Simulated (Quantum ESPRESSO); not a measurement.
# NiO: where do free moments turn?, part 2 of 2

Aim: see whether a non-collinear arrangement of the moments of NiO lies under the collinear ones.

Quantum ESPRESSO 7.5; LDA; plane waves with GBRV 1.5 LDA potentials, no spin-orbit coupling.

So far, absolute magnetization (μB): step 3 (start 2: random 2) 5.06.

**4. Start 3: two sublattices 30 degrees apart**

pw.in reads:

```
&CONTROL
  calculation = 'scf'
  prefix = 'pwscf'
  outdir = './tmp'
  pseudo_dir = './pseudo'
  disk_io = 'nowf'
/
&SYSTEM
  ibrav = 0
  celldm(1) = 8
  nat = 8
  ntyp = 3
  ecutwfc = 34
  ecutrho = 238
  nbnd = 122
  occupations = 'smearing'
  smearing = 'fd'
  degauss = 0.00734986
  noncolin = .true.
  starting_magnetization(1) = 0.1111
  angle1(1) = 90
  angle2(1) = 0
  starting_magnetization(2) = 0.1111
  angle1(2) = 90
  angle2(2) = 29.999
  starting_magnetization(3) = 0
/
&ELECTRONS
  conv_thr = 8d-08
  electron_maxstep = 150
  mixing_beta = 0.3
/
ATOMIC_SPECIES
Ni1    58.6934 ni_lda_v1.4.uspp.F.UPF
Ni2    58.6934 ni_lda_v1.4.uspp.F.UPF
O      15.9990 o_lda_v1.2.uspp.F.UPF
CELL_PARAMETERS alat
   0.0000000000000    0.9854457062883    0.9854457062883
   0.9854457062883    0.0000000000000    0.9854457062883
   0.4927228531442    0.4927228531442    0.0000000000000
ATOMIC_POSITIONS crystal
Ni1     0.0000000000    0.0000000000    0.0000000000
Ni2     0.0000000000    0.5000000000    0.0000000000
Ni1     0.5000000000    0.0000000000    0.0000000000
Ni2     0.5000000000    0.5000000000    0.0000000000
O       0.2500000000    0.2500000000    0.5000000000
O       0.2500000000    0.7500000000    0.5000000000
O       0.7500000000    0.2500000000    0.5000000000
O       0.7500000000    0.7500000000    0.5000000000
K_POINTS automatic
3 3 6 0 0 0
```

The run is started by

```
> OMP_NUM_THREADS=1 mpirun -n 4 pw.x -nk 4 -in pw.in > pw.out
```

The log of the run:

```text
     [... lines left out ...]
Program PWSCF v.7.5 starts
     [... lines left out ...]
     number of atoms/cell      =            8
     [... lines left out ...]
     number of electrons       =        96.00
     number of Kohn-Sham states=          122
     kinetic-energy cutoff     =      34.0000  Ry
     charge density cutoff     =     238.0000  Ry
     scf convergence threshold =      8.0E-08
     [... lines left out ...]
     Noncollinear calculation without spin-orbit
     [... lines left out ...]
      2 Sym. Ops., with inversion, found
     [... lines left out ...]
     number of k points=    28  Fermi-Dirac smearing, width (Ry)=  0.0073
     [... lines left out ...]
     iteration #110     ecut=    34.00 Ry     beta= 0.30
     [... lines left out ...]
     atom number    1 relative position :    0.0000   0.0000   0.0000
     [... lines left out ...]
     magnetization :         -0.000692    0.000140   -0.000001
     [... lines left out ...]
     atom number    2 relative position :    0.4927   0.0000   0.4927
[...]
magnetization :         -0.000300   -0.000376    0.000006
[...]
atom number    3 relative position :    0.0000   0.4927   0.4927
[...]
magnetization :          0.000772   -0.000898   -0.000005
[...]
atom number    4 relative position :    0.4927   0.4927   0.9854
[...]
magnetization :          0.000724   -0.000885    0.000003
     [... lines left out ...]
     atom number    5 relative position :    0.4927   0.4927   0.4927
     [... lines left out ...]
     magnetization :         -0.000106   -0.000067    0.000000
     [... lines left out ...]
     atom number    6 relative position :    0.9854   0.4927   0.9854
     [... lines left out ...]
     magnetization :         -0.000104   -0.000063    0.000000
     [... lines left out ...]
     atom number    7 relative position :    0.4927   0.9854   0.9854
     [... lines left out ...]
     magnetization :         -0.000104   -0.000063    0.000000
     [... lines left out ...]
     atom number    8 relative position :    0.9854   0.9854   1.4782
     [... lines left out ...]
     magnetization :         -0.000106   -0.000067    0.000000
     [... lines left out ...]
     the Fermi energy is    13.7683 ev
!    total energy              =   -1501.50135187 Ry
     estimated scf accuracy    <       0.00000008 Ry
     smearing contrib. (-TS)   =      -0.01482419 Ry
     [... lines left out ...]
     total magnetization       =     0.00    -0.00     0.00 Bohr mag/cell
     absolute magnetization    =     0.00 Bohr mag/cell
     convergence has been achieved in 110 iterations
```

The job ended after 13 min (4 MPI ranks of Arm Neoverse V1, shared host; peak memory 0.68 GiB).

Spin moment in the atom's sphere by atom:

| atom | x (μB) | y (μB) | z (μB) | size |
| --- | --- | --- | --- | --- |
| Ni1 | -0.0007 | 0.0001 | 0.0000 | 0.0007 |
| Ni2 | -0.0003 | -0.0004 | 0.0000 | 0.0005 |
| Ni3 | 0.0008 | -0.0009 | 0.0000 | 0.0012 |
| Ni4 | 0.0007 | -0.0009 | 0.0000 | 0.0011 |
| O5 | -0.0001 | -0.0001 | 0.0000 | 0.0001 |
| O6 | -0.0001 | -0.0001 | 0.0000 | 0.0001 |
| O7 | -0.0001 | -0.0001 | 0.0000 | 0.0001 |
| O8 | -0.0001 | -0.0001 | 0.0000 | 0.0001 |

Numbers from this step:

* smearing term TS: 0.2017 eV
* magnetization: 0, 0, 0 μB
* absolute magnetization: 0 μB
* final state: non-magnetic

**5. Start 4: 90 degrees in a plane in turn**

pw.in, as its differences from that of step 4:

```diff
@@ -11,3 +11,3 @@
   nat = 8
-  ntyp = 3
+  ntyp = 5
   ecutwfc = 34
@@ -21,7 +21,13 @@
   angle1(1) = 90
-  angle2(1) = 0
+  angle2(1) = 45
   starting_magnetization(2) = 0.1111
   angle1(2) = 90
-  angle2(2) = 29.999
-  starting_magnetization(3) = 0
+  angle2(2) = 135
+  starting_magnetization(3) = 0.1111
+  angle1(3) = 90
+  angle2(3) = -135
+  starting_magnetization(4) = 0.1111
+  angle1(4) = 90
+  angle2(4) = -45
+  starting_magnetization(5) = 0
 /
@@ -35,2 +41,4 @@
 Ni2    58.6934 ni_lda_v1.4.uspp.F.UPF
+Ni3    58.6934 ni_lda_v1.4.uspp.F.UPF
+Ni4    58.6934 ni_lda_v1.4.uspp.F.UPF
 O      15.9990 o_lda_v1.2.uspp.F.UPF
@@ -43,4 +51,4 @@
 Ni2     0.0000000000    0.5000000000    0.0000000000
-Ni1     0.5000000000    0.0000000000    0.0000000000
-Ni2     0.5000000000    0.5000000000    0.0000000000
+Ni3     0.5000000000    0.0000000000    0.0000000000
+Ni4     0.5000000000    0.5000000000    0.0000000000
 O       0.2500000000    0.2500000000    0.5000000000
```

The log of the run:

```text
     [... lines left out ...]
Program PWSCF v.7.5 starts
     [... lines left out ...]
     number of atoms/cell      =            8
     [... lines left out ...]
     number of electrons       =        96.00
     number of Kohn-Sham states=          122
     kinetic-energy cutoff     =      34.0000  Ry
     charge density cutoff     =     238.0000  Ry
     scf convergence threshold =      8.0E-08
     [... lines left out ...]
     Noncollinear calculation without spin-orbit
     [... lines left out ...]
      2 Sym. Ops., with inversion, found
     [... lines left out ...]
     number of k points=    28  Fermi-Dirac smearing, width (Ry)=  0.0073
     [... lines left out ...]
     iteration # 22     ecut=    34.00 Ry     beta= 0.30
     [... lines left out ...]
     atom number    1 relative position :    0.0000   0.0000   0.0000
     [... lines left out ...]
     magnetization :         -0.000119    1.143125   -0.000125
     [... lines left out ...]
     atom number    2 relative position :    0.4927   0.0000   0.4927
[...]
magnetization :          0.000548    1.143134    0.000017
[...]
atom number    3 relative position :    0.0000   0.4927   0.4927
[...]
magnetization :         -0.000861   -1.143140   -0.000016
[...]
atom number    4 relative position :    0.4927   0.4927   0.9854
[...]
magnetization :          0.000116   -1.143120    0.000126
     [... lines left out ...]
     atom number    5 relative position :    0.4927   0.4927   0.4927
     [... lines left out ...]
     magnetization :          0.000019    0.000001    0.000000
     [... lines left out ...]
     atom number    6 relative position :    0.9854   0.4927   0.9854
     [... lines left out ...]
     magnetization :         -0.000050   -0.000000   -0.000000
     [... lines left out ...]
     atom number    7 relative position :    0.4927   0.9854   0.9854
     [... lines left out ...]
     magnetization :         -0.000050   -0.000000   -0.000000
     [... lines left out ...]
     atom number    8 relative position :    0.9854   0.9854   1.4782
     [... lines left out ...]
     magnetization :          0.000019    0.000001    0.000000
     [... lines left out ...]
     the Fermi energy is    13.8728 ev
!    total energy              =   -1501.53269219 Ry
     estimated scf accuracy    <       0.00000002 Ry
     smearing contrib. (-TS)   =      -0.00386388 Ry
     [... lines left out ...]
     total magnetization       =    -0.00     0.00     0.00 Bohr mag/cell
     absolute magnetization    =     5.04 Bohr mag/cell
     convergence has been achieved in  22 iterations
```

It took 3.2 min on 4 MPI ranks; peak memory 0.7 GiB.

Spin moment in the atom's sphere by atom:

| atom | x (μB) | y (μB) | z (μB) | size |
| --- | --- | --- | --- | --- |
| Ni1 | 0.00 | 1.14 | 0.00 | 1.14 |
| Ni2 | 0.00 | 1.14 | 0.00 | 1.14 |
| Ni3 | 0.00 | -1.14 | 0.00 | 1.14 |
| Ni4 | 0.00 | -1.14 | 0.00 | 1.14 |
| O5 | 0.00 | 0.00 | 0.00 | 0.00 |
| O6 | 0.00 | 0.00 | 0.00 | 0.00 |
| O7 | 0.00 | 0.00 | 0.00 | 0.00 |
| O8 | 0.00 | 0.00 | 0.00 | 0.00 |

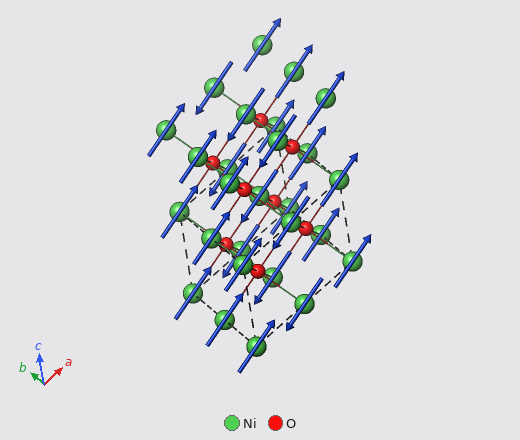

Spin moment in the atom's sphere as arrows, the longest 1.14 μB. Bonds to atoms that aren't drawn are left out. 1×1×2 cells are drawn. Some periodic images of atoms are drawn too.

Numbers from this step:

- smearing term TS: 0.05257 eV
- magnetization: 0, 0, 0 μB
- absolute magnetization: 5.035 μB
- final state: antiferromagnetic

**6. Ranking**

States with no site moment of 0.15 μB are listed as non-magnetic. Textures, by row:

| start | final state | energy over the lowest (meV a seeded atom) | smallest moment (μB) | largest moment (μB) | net moment (μB a cell) | angles to the first moment (degrees) |
| --- | --- | --- | --- | --- | --- | --- |
| collinear parallel | non-magnetic | 106.7 | 0 | 0.00159 | 0 | - |
| random 2 | non-collinear | 0 | 1.143 | 1.143 | 7.33e-4 | 45 135 180 |
| two sublattices 30 degrees apart | non-magnetic | 106.7 | 0 | 0.001184 | 0.00228 | - |
| 90 degrees in a plane in turn | antiferromagnetic | 0.08706 | 1.143 | 1.143 | 0 | 0 180 |

**7. Summary of results**

- lowest start: random 2
- its final state: non-collinear
- its moments: 1.14 μB
- its net moment: 7.3e-4 μB a cell

The best non-collinear state lies 0.087 meV a seeded atom under the best collinear one, too little to tell them apart. The mesh is coarse, so differences of some ten meV can be noise where moments are itinerant. Directions relax slowly, so a converged state can be a saddle point, above all where symmetry holds it. Without spin–orbit coupling only the angles between moments matter. The parallel start nearly lost its moments. The cell holds only so many moments, so longer spirals cannot form in it. Energies are free energies at an electronic temperature of 1160 K, which lowers moments and differences where the moments are itinerant. No Hubbard term acts here. In such compounds local and semilocal functionals without one often delocalise the d electrons, and can shrink or lose moments and miss the size, sign and order of the couplings. The cutoff lies under the 40 Ry that these files are usually run at. The smearing term is large for its width, so states at the Fermi level are partly filled: at this level the cell is a metal or has a gap of a few widths at most.

[Logs and program files are shortened in this print: banners, set-up blocks, solver, clock and traceback lines can be left out without a mark of their own.]

[Logs are printed without paths, hosts, clocks, repeated set-up lines and the standing remarks that a program may print on its own settings, such as how far it seeks lower states.]

[Hosts, paths, dates, database ids (printed as entryN), source tags and the programs' standing remarks are cut or masked in the printed files.]

[Where a cell is said to come from a database of computed structures, the database is the Materials Project.]
